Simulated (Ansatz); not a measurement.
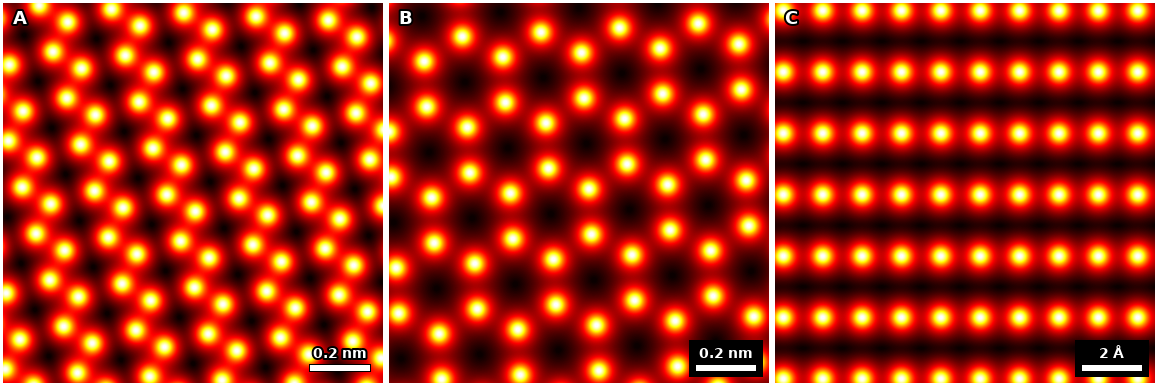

Three views of Ru (P6_3/mmc, No. 194) along different zone axes. Computed as the sum of neutral-atom potentials (tabulated electron scattering factors, B = 0.5 Å²) projected along the beam and smoothed by 0.25 Å; brighter is more positive. The display is stretched by a gamma of 0.6; percentages refer to the linear signal. Atomic positions: a calculation's starting geometry.

```
Ru
1.0
     2.69455    0.00000    0.00000
    -1.34728    2.33355    0.00000
     0.00000    0.00000    4.20043
Ru
2
Direct
  0.33333 0.66667 0.75000
  0.66667 0.33333 0.25000
```

Match the panels to the zone axes [001], [201] and [210].

Answer. A is [201]: projected cell 1.66 × 2.48 Å, 110°, plane group c2mm. B is [001]: projected cell 2.69 × 2.69 Å, 120°, plane group p6mm. C is [210]: projected cell 1.35 × 2.10 Å, 90°, plane group p2mm.
